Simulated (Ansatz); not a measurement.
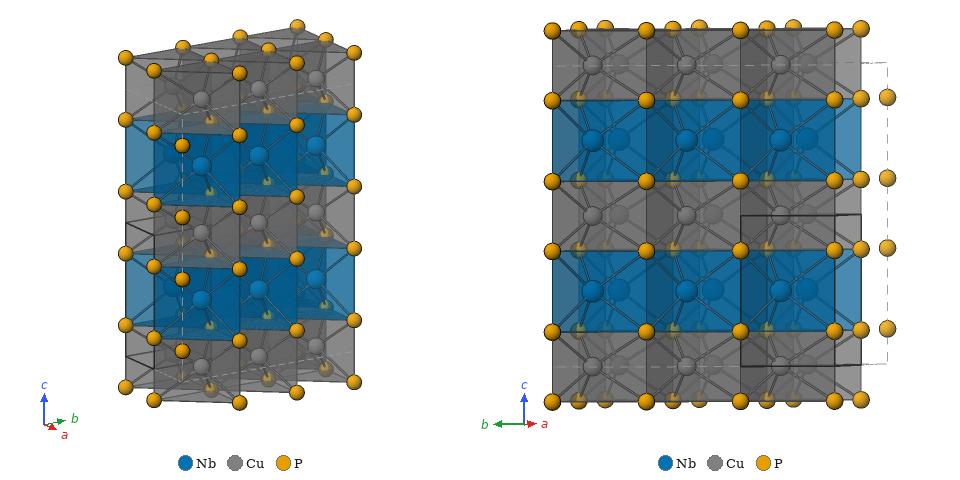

Polyhedra are drawn about Cu and Nb (bonds: Cu–P below 2.7 Å and Nb–P below 2.9 Å); other atoms are plain spheres. Two views of the same piece.

NbCuP2 (space group P-6m2, No. 187): coordinates from a relaxation with DFT PBE, scalar-relativistic, plane waves, PAW (Ansatz 0.2.0); the starting structure was generated, so it need not be a known form of this composition.

What figure surrounds each Cu or Nb atom, and what does it share with the other drawn polyhedra?

Answer. Cu: CuP6 trigonal prism, sharing corners with twelve neighbours, faces with two neighbours and edges with six neighbours; Nb: NbP6 trigonal prism, sharing edges with six neighbours, corners with twelve neighbours and faces with two neighbours.

What is the connectivity of the polyhedra: isolated, groups, chains, layers or framework?

Answer. They form a three-dimensional framework of corner-, edge- and face-sharing trigonal prisms.

How far apart are the centres of linked polyhedra?

Answer. Centre to centre across a shared edge: 3.57 Å; across a shared corner: 4.52 Å; across a shared face: 2.77 Å.
